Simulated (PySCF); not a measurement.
## Run report: GeNH4O (charge −1), single-point calculation

- system: GeNH4O, charge −1
- method: M06-2X/def2-SVPD, RKS (PySCF 2.14.0)

The geometry is that of the parent species in another charge or spin state. The geometry comes from this level: PBE0-D4/def2-TZVP.

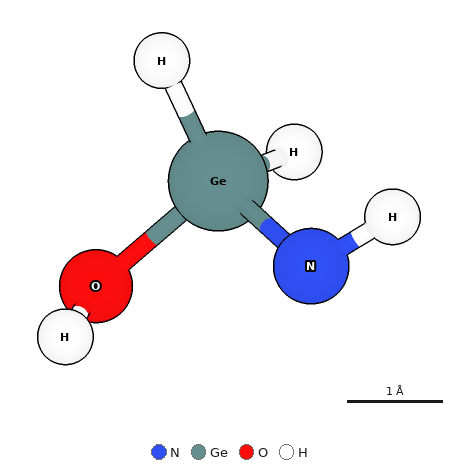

Figure 1. The structure as given in the input (ball-and-stick view, seen at a tilt). Sticks mark near contacts. Bond lengths as drawn: Ge–H 1.54 Å, Ge–N 1.86 Å, Ge–O 1.77 Å, H–N 1.03 Å and H–O 0.96 Å.

### Summary

```tsv
quantity	value
outcome	converged
total energy	−2208.987661 hartree
basis functions	113
HOMO	−0.80 eV
LUMO	4.85 eV
hardware	1 thread of Intel Xeon @ 2.70GHz, 189 GiB of memory available, shared host
wall time	39 s
peak memory	0.63 GiB
```

### Notes

The record of the run, not the program, notes: dipole of an ion depends on the origin.

### Input (job.py)
```python
from pyscf import gto, dft

system = gto.M(
    atom='''
N       -1.180000      -0.629600      -0.704300
Ge       0.091800       0.357900       0.227300
O        1.488100      -0.708500       0.454200
H       -2.073700      -0.127300      -0.724700
H        0.468500       1.575300      -0.644200
H       -0.348300       0.758200       1.642900
H        1.614800      -1.294000      -0.296700
''',
    charge=-1,
    verbose=3,
    basis='def2-svpd',
    max_memory=1860,
)

myscf = dft.RKS(system)
myscf.xc = 'm06-2x'
myscf.conv_tol = 1e-10
myscf.grids.level = 5
myscf.kernel()
if not myscf.converged:
    myscf = myscf.newton().run(myscf.mo_coeff, myscf.mo_occ)

energy = myscf.e_tot
print('Final energy', energy)
```

Command:
```bash
OMP_NUM_THREADS=1 python job.py
```

### Output
```
converged SCF energy = -2208.98766112737
Final energy -2208.987661127368
```

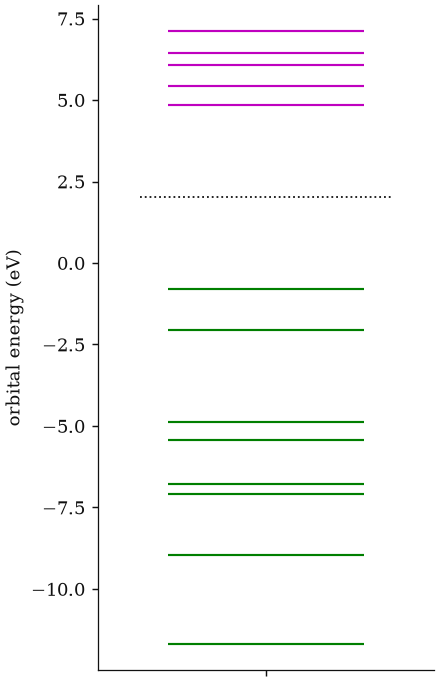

Figure 2. Orbital energies near the frontier; the dotted line parts filled from empty levels, and levels within 0.02 eV of each other stand side by side. Highest filled −0.80 eV, lowest empty 4.85 eV, 5.65 eV apart.
